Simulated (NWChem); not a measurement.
# One shape, several levels: [CuH4O2]+ (SMILES [OH2]->[Cu+]<-[OH2])

Wanted: a comparison of 4 runs (HF/STO-3G, HF/3-21G, B3LYP/6-31G*) of [CuH4O2]+. 

The calculation is run with NWChem 7.3.0.

**1. The structure to begin with**

[CuH4O2]+ has 7 atoms, charge +1, and is taken as a singlet. SMILES: `[OH2]->[Cu+]<-[OH2]`. The shape comes from GFN2-xTB, which is rough for such elements, and wasn't checked as a minimum. This is one conformer, not always the lowest.

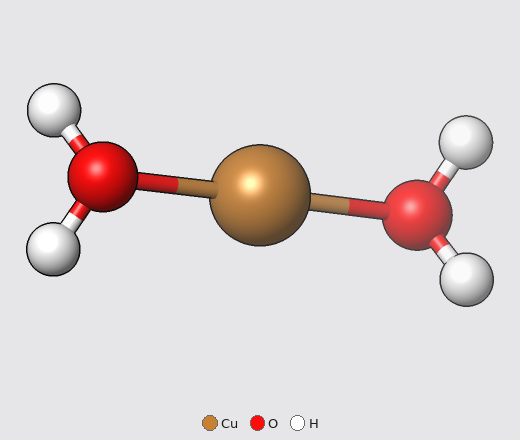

Viewed from a chosen angle; copper orange, oxygen red, hydrogen white.

**2. Energy and gradient at HF/STO-3G (run 1)**

cuh4o2.nw reads:

```
start cuh4o2
memory 2200 mb
charge 1

geometry units bohr noautosym nocenter noautoz
 Cu     0.00512116    -0.00262672     0.00030236
 O      0.01761225     0.00236216     3.62226483
 H     -1.00947280     1.28788615     4.41309632
 H      1.66178736    -0.00459203     4.41364434
 O     -0.03460089     0.00519675    -3.62217034
 H     -1.68724197    -0.06772778    -4.39385890
 H      1.04677599    -1.22049851    -4.43329749
end

basis spherical bse
 * library STO-3G
end

scf
 thresh 1e-08
 maxiter 80
 print low
end

task scf gradient
```

Run with:

```
$ nwchem cuh4o2.nw > cuh4o2.out
```

Output:

```text
[...]
  functions       =    32
[...]
  wavefunction    = RHF
[...]
         Total SCF energy =  -1770.123742333574
      One-electron energy =  -2823.297814375880
      Two-electron energy =    869.081798278965
 Nuclear repulsion energy =    184.092273763341
        Time for solution =     12.8s
[...]
                         RHF ENERGY GRADIENTS
    atom               coordinates                        gradient
                 x          y          z           x          y          z
   1 Cu      0.005121  -0.002627   0.000302   -0.000810   0.000379   0.000048
   2 O       0.017612   0.002362   3.622265    0.006416   0.010753   0.025145
   3 H      -1.009473   1.287886   4.413096    0.008383  -0.013146  -0.019583
   4 H       1.661787  -0.004592   4.413644   -0.016156  -0.001477  -0.019482
   5 O      -0.034601   0.005197  -3.622170   -0.004312  -0.011795  -0.025270
   6 H      -1.687242  -0.067728  -4.393859    0.015791   0.002287   0.019471
   7 H       1.046776  -1.220499  -4.433297   -0.009313   0.012998   0.019671
 Task  times  cpu:       13.4s     wall:       13.4s
 Total times  cpu:       13.5s     wall:       13.5s
```

Run time: 14 s. Hardware: 1 thread of Intel Xeon Platinum 8375C at 2.90GHz (Ice Lake), shared host; peak memory 0.1 GiB.

**3. Energy and forces at HF/3-21G (run 2)**

mymol.nw reads:

```
start mymol
memory total 2200 mb
charge 1

geometry units angstroms noautosym nocenter noautoz
   Cu       0.002710      -0.001390       0.000160
   O        0.009320       0.001250       1.916820
   H       -0.534190       0.681520       2.335310
   H        0.879380      -0.002430       2.335600
   O       -0.018310       0.002750      -1.916770
   H       -0.892850      -0.035840      -2.325130
   H        0.553930      -0.645860      -2.346000
end

basis spherical bse
   * library 3-21G
end

scf
   singlet
   rhf
   thresh 1e-08
   maxiter 80
end

task scf gradient
```

Run with:

```
$ nwchem mymol.nw > mymol.out
```

Output:

```text
[...]
  functions       =    53
[...]
  wavefunction    = RHF
[...]
         Total SCF energy =  -1781.805176681347
      One-electron energy =  -2845.621636270700
      Two-electron energy =    879.724172641791
 Nuclear repulsion energy =    184.092286947562
        Time for solution =      3.5s
[...]
                         RHF ENERGY GRADIENTS
    atom               coordinates                        gradient
                 x          y          z           x          y          z
   1 Cu      0.005121  -0.002627   0.000302    0.000575  -0.000265   0.000050
   2 O       0.017612   0.002362   3.622265   -0.006611  -0.014762   0.046991
   3 H      -1.009473   1.287886   4.413096    0.006592   0.003351  -0.005165
   4 H       1.661787  -0.004592   4.413644   -0.001898   0.007335  -0.005327
   5 O      -0.034601   0.005197  -3.622170    0.006023   0.014974  -0.047087
   6 H      -1.687242  -0.067728  -4.393859    0.002012  -0.007187   0.005145
   7 H       1.046776  -1.220498  -4.433297   -0.006694  -0.003446   0.005394
[...]
```

Wall time 4.8 s (1 thread of Intel Xeon Platinum 8375C at 2.90GHz (Ice Lake), shared host); peak memory 0.1 GiB.

Run 3 isn't shown in full; the table further down has it.

**4. Energy and gradient at B3LYP/6-31G(d) (Cartesian functions) (run 4)**

cuh4o2.nw reads:

```
START cuh4o2
memory stack 880 mb heap 220 mb global 1100 mb
charge 1

GEOMETRY units angstroms noautosym nocenter noautoz
   Cu     0.002710    -0.001390     0.000160
   O      0.009320     0.001250     1.916820
   H     -0.534190     0.681520     2.335310
   H      0.879380    -0.002430     2.335600
   O     -0.018310     0.002750    -1.916770
   H     -0.892850    -0.035840    -2.325130
   H      0.553930    -0.645860    -2.346000
END

BASIS cartesian
   * library 6-31G*
END

DFT
   xc b3lyp
   grid xfine
   convergence energy 1e-08
   maxiter 100
   mulliken
END

TASK dft gradient
```

Run with:

```
$ nwchem cuh4o2.nw > cuh4o2.out
```

Output:

```text
[...]
          Wavefunction type:  closed shell.
          No. of atoms     :     7
          No. of electrons :    48
[...]
          Charge           :     1
          Spin multiplicity:     1
[...]
          AO basis - number of functions:    77
[...]
              XC Information
              --------------
                         B3LYP Method XC Potential
                     Hartree-Fock (Exact) Exchange  0.200
                        Slater Exchange Functional  0.800 local
                    Becke 1988 Exchange Functional  0.720 non-local
              Lee-Yang-Parr Correlation Functional  0.810
                  VWN I RPA Correlation Functional  0.190 local
[...]
 d= 0,ls=0.0,diis     1  -1791.9220376174 -1.98D+03  1.85D-01  1.91D+01     3.7
[...]
 d= 0,ls=0.0,diis    13  -1792.8947773800 -8.15D-10  9.19D-07  2.34D-10    51.9
         Total DFT energy =    -1792.894777380038
      One electron energy =    -2854.289672151237
           Coulomb energy =      963.074960284369
    Exchange-Corr. energy =      -85.772352460732
 Nuclear repulsion energy =      184.092286947562
[...]
      Total Density - Mulliken Population Analysis
     ---------------------------------------------
    Atom       Charge   Shell Charges
 -----------   ------   -------------------------------------------------------
    1 Cu  29    28.40   2.00  2.00  6.00  1.96  5.98  0.48  0.08  0.28  0.07  6.25  3.27  0.04
    2 O    8     8.78   1.99  0.89  2.98  0.93  1.93  0.06
    3 H    1     0.51   0.45  0.06
    4 H    1     0.51   0.45  0.06
    5 O    8     8.78   1.99  0.89  2.98  0.93  1.93  0.06
    6 H    1     0.51   0.45  0.06
    7 H    1     0.51   0.45  0.06
[...]
  wavefunction    = closed shell
[...]
```

Run time: 63 s. Hardware: 1 thread of Intel Xeon Platinum 8375C at 2.90GHz (Ice Lake), shared host; peak memory 0.15 GiB.

**5. All runs side by side**

| run | level | iteration cap | module | energy (Eh) | largest force (eV/Å) | wall time |
| --- | --- | --- | --- | --- | --- | --- |
| 1 | HF/STO-3G | 80 | scf | -1770.123742 | 1.451 | 14 s |
| 2 | HF/3-21G | 80 | scf | -1781.805177 | 2.560 | 4.8 s |
| 3 | B3LYP/6-31G* (spherical functions) | 100 | dft | -1792.886410 | 1.701 | 46 s |
| 4 | B3LYP/6-31G* (Cartesian functions) | 100 | dft | -1792.894777 | 1.763 | 63 s |

**6. Results**

```
                       quantity           value
            run 4: total energy  -1792.89478 Eh
             run 4: HOMO energy       -10.84 eV
             run 4: LUMO energy        -5.77 eV
           run 4: HOMO–LUMO gap         5.07 eV
run 4: largest force on an atom      1.763 eV/Å
```

Over runs 2, 3, 4 the HOMO–LUMO gap runs from 5.06 eV (B3LYP/6-31G*) to 10.96 eV (HF/3-21G). The two ends differ in method and basis. In run 1 the basis is minimal, so the values are rough. All runs together took 2.1 min, the longest 63 s.
